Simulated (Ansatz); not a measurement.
CsCdCl3 (cubic perovskite)

```xyz
5
Lattice="5.2579 0.0000 0.0000 0.0000 5.2579 0.0000 0.0000 0.0000 5.2579" Properties=species:S:1:pos:R:3 pbc="T T T"
Cs     0.0000     0.0000     0.0000
Cd     2.6289     2.6289     2.6289
Cl     0.0000     2.6289     2.6289
Cl     2.6289     0.0000     2.6289
Cl     2.6289     2.6289     0.0000
```

Equation-of-state scan: isotropic scaling of the cell above, V₀ being its volume. Symmetry pins the atoms to their sites.

Calculation: r2SCAN (plane waves to 500 eV, PAW, scalar-relativistic; Ansatz, a quantum-chemistry and plane-wave program). k mesh 6×6×6 (Γ-centred), Fermi-Dirac smearing 0.05 eV. Energies are smeared free energies. CsCdCl3 was relaxed with its symmetry unable to fall. ΔE is measured from the relaxed starting cell.

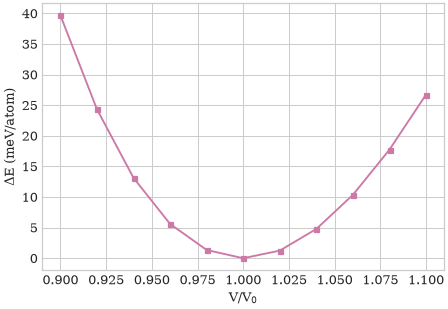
*ΔE (meV/atom) against V/V₀; one marker a computed point.*

Question: What is ΔE at V/V₀ = 1.100?

Answer: About 27 meV/atom.

Question: What is ΔE at V/V₀ = 0.900?

Answer: About 40 meV/atom.

Question: What bulk modulus B₀ follows from a third-order Birch-Murnaghan fit?

Answer: About 36 GPa.

(Under strain, the slope of the energy per volume gives the stress and its curvature an elastic modulus.)
